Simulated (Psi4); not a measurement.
# HNO2 (nitrous acid): HF/3-21G

What is the vertical ionisation energy of HNO2 (nitrous acid) at HF/3-21G? 

The results are computed with Psi4 1.11.

## (1) The molecule

The species is HNO2 (4 atoms), meant as a singlet with charge 0. As SMILES, `O=NO`. Geometry: relaxed at PBE0-D4/def2-TZVP.

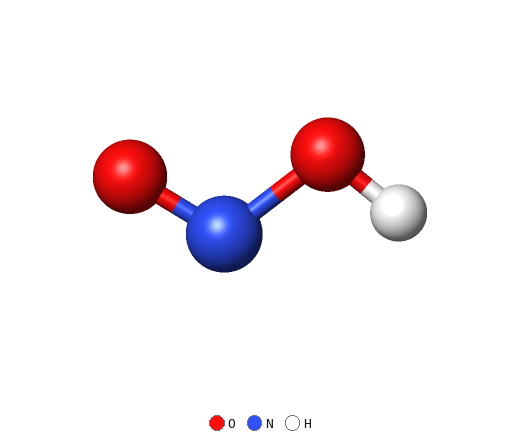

Viewed from a chosen angle; oxygen red, nitrogen blue, hydrogen white.

## (2) Energy and gradient at HF/3-21G

The input, calc.inp:

```
memory 2200 MB

molecule molecule1 {
  0 1
  O
  N 1 1.161832
  O 2 1.397344 1 111.21317
  H 3 0.966964 2 102.94714 1 -179.99954
  symmetry c1
}

set {
  basis 3-21G
  puream true
  e_convergence 1e-09
  d_convergence 1e-08
  scf_type pk
}

e_tot, wfn = gradient('scf', return_wfn=True)
oeprop(wfn, 'QUADRUPOLE', 'MULLIKEN_CHARGES', 'MAYER_INDICES')
print_variables()
```

On the command line:

```sh
psi4 calc.inp calc.out -n 1
```

calc.out:

```text
[...]
  Running in c1 symmetry.
[...]
  Nuclear repulsion =   70.553842733115431
[...]
  Multiplicity = 1
[...]
  Nalpha       = 12
  Nbeta        = 12
[...]
    Number of basis functions: 29
[...]
   @RHF iter   1:  -203.37231152867309   -5.49324e-01   1.52893e-02 ADIIS/DIIS
[...]
   @RHF iter  13:  -203.46392597868041   -3.97904e-13   2.91579e-09 DIIS
[...]
    Orbital Energies [Eh]
    ---------------------
    Doubly Occupied:
       1A    -20.561545     2A    -20.530594     3A    -15.711845
       4A     -1.635177     5A     -1.412580     6A     -0.928351
       7A     -0.782487     8A     -0.707545     9A     -0.686715
      10A     -0.607524    11A     -0.513563    12A     -0.441505
[...]
  @RHF Final Energy:  -203.46392597868041
   => Energetics <=
    Nuclear Repulsion Energy =             70.5538427331154310
    One-Electron Energy =                -418.9966753585039214
    Two-Electron Energy =                 144.9789066467081113
    Total Energy =                       -203.4639259786804075
[...]
  -Total Gradient:
     Atom            X                  Y                   Z
    ------   -----------------  -----------------  -----------------
       1       -0.000000115663    -0.001367346305     0.038470469446
       2        0.000000093483    -0.026732849723    -0.021483137622
       3        0.000000158152     0.021779803654    -0.014943202876
       4       -0.000000135972     0.006320392375    -0.002044128948
[...]
 Multipole Moments:
 ------------------------------------------------------------------------------------
     Multipole            Electronic (a.u.)      Nuclear  (a.u.)        Total (a.u.)
 ------------------------------------------------------------------------------------
 L = 1.  Multiply by 2.5417464519 to convert [e a0] to [Debye]
 Dipole X            :          0.0000008           -0.0000069           -0.0000062
 Dipole Y            :          0.7405075           -0.6550151            0.0854924
 Dipole Z            :         -0.5193986            1.5491681            1.0297695
 Magnitude           :                                                    1.0333122
 L = 2.  Multiply by 1.3450342976 to convert [e a0^2] to [Debye ang]
 Quadrupole XX       :        -11.4672596            0.0000000          -11.4672596
 Quadrupole XY       :         -0.0000096            0.0000186            0.0000089
[...]
  Mulliken Charges: (a.u.)
   Center  Symbol    Alpha    Beta     Spin     Total
       1     O     4.16263  4.16263  0.00000 -0.32527
       2     N     3.28104  3.28104  0.00000  0.43793
       3     O     4.26381  4.26381  0.00000 -0.52761
       4     H     0.29252  0.29252  0.00000  0.41495
   Total alpha = 12.00000, Total beta = 12.00000, Total charge = -0.00000
  Mayer Bond Indices:
[...]
```

Wall time 2 s (1 thread of Intel Xeon Platinum 8259CL at 2.50GHz (Skylake/Cascade Lake), shared host); peak memory 0.18 GiB.

## (3) The doublet cation: the energy at UHF/3-21G

The input, job.dat:

```
memory 2.2 GB

molecule {
  1 2
  O
  N 1 1.161832
  O 2 1.397344 1 111.21317
  H 3 0.966964 2 102.94714 1 -179.99954
  symmetry c1
  no_reorient
  no_com
}

set {
  basis 3-21G
  reference uhf
  puream true
  e_convergence 1e-09
  d_convergence 1e-08
  scf_type pk
  maxiter 100
}

e, wfn = energy('scf', return_wfn=True)
oeprop(wfn, 'DIPOLE', 'MAYER_INDICES', 'LOWDIN_CHARGES')
```

On the command line:

```sh
psi4 -n 1 job.dat job.out
```

job.out:

```text
[...]
  Running in c1 symmetry.
[...]
  Nuclear repulsion =   70.553842733115431
[...]
  Multiplicity = 2
[...]
  Nalpha       = 12
  Nbeta        = 11
[...]
    Number of basis functions: 29
[...]
   @UHF iter   1:  -202.88866378451073   -6.56762e-02   2.01680e-02 ADIIS/DIIS
[...]
   @UHF iter  24:  -203.08295972802767   -1.70530e-13   6.66399e-09 DIIS
[...]
   @S^2 Observed:                9.013110329E-01
[...]
    Orbital Energies [Eh]
    ---------------------
    Alpha Occupied:
       1A    -21.075407     2A    -20.925272     3A    -16.109114
       4A     -2.087313     5A     -1.802039     6A     -1.334956
       7A     -1.217139     8A     -1.116939     9A     -1.116855
      10A     -1.017838    11A     -0.900392    12A     -0.872015
    Alpha Virtual:
      13A     -0.264923    14A     -0.040899    15A      0.025290
      16A      0.215091    17A      0.865999    18A      0.967918
      19A      0.973903    20A      0.993926    21A      1.254856
      22A      1.349210    23A      1.402026    24A      1.439782
      25A      1.548809    26A      1.683660    27A      1.842567
[...]
  @UHF Final Energy:  -203.08295972802767
   => Energetics <=
    Nuclear Repulsion Energy =             70.5538427331154310
    One-Electron Energy =                -409.5929080419873571
    Two-Electron Energy =                 135.9561055808442802
    Total Energy =                       -203.0829597280276744
  UHF NO Occupations:
  HONO-2 :   10  A 1.9784091
  HONO-1 :   11  A 1.9464242
[...]
 Multipole Moments:
 ------------------------------------------------------------------------------------
     Multipole            Electronic (a.u.)      Nuclear  (a.u.)        Total (a.u.)
 ------------------------------------------------------------------------------------
 L = 1.  Multiply by 2.5417464519 to convert [e a0] to [Debye]
 Dipole X            :         -0.0000001           -0.0000069           -0.0000071
 Dipole Y            :          0.8416420           -0.6550151            0.1866269
 Dipole Z            :         -0.6148555            1.5491681            0.9343126
 Magnitude           :                                                    0.9527694
[...]
```

It took 2.2 s on 1 thread of Intel Xeon Platinum 8259CL at 2.50GHz (Skylake/Cascade Lake), shared host; peak memory 0.18 GiB.

## (4) What came out

At HF/3-21G:

```
                                          quantity          value
                        singlet HNO2: total energy  -203.46393 Eh
                       singlet HNO2: dipole moment         2.63 D
                         singlet HNO2: HOMO energy      -12.01 eV
                         singlet HNO2: LUMO energy        3.00 eV
                       singlet HNO2: HOMO–LUMO gap       15.01 eV
            singlet HNO2: largest force on an atom     1.979 eV/Å
                      doublet cation: total energy  -203.08296 Eh
doublet cation: HOMO energy (highest over α and β)      -23.71 eV
 doublet cation: LUMO energy (lowest over α and β)       -8.56 eV
                              doublet cation: ⟨S²⟩          0.901
vertical ionisation energy (to the doublet cation)      10.367 eV
```

In words: Removing an electron at fixed nuclei costs 10.37 eV (1000 kJ/mol). The largest force (singlet HNO2) is 1.98 eV/Å: the shape isn't a stationary point for this species at this level. The negative HOMO energy of the first species, 12.01 eV, lies 1.65 eV above that difference. ⟨S²⟩ (doublet cation) is 0.90 where a pure doublet has 0.75: the reference is spin-contaminated.
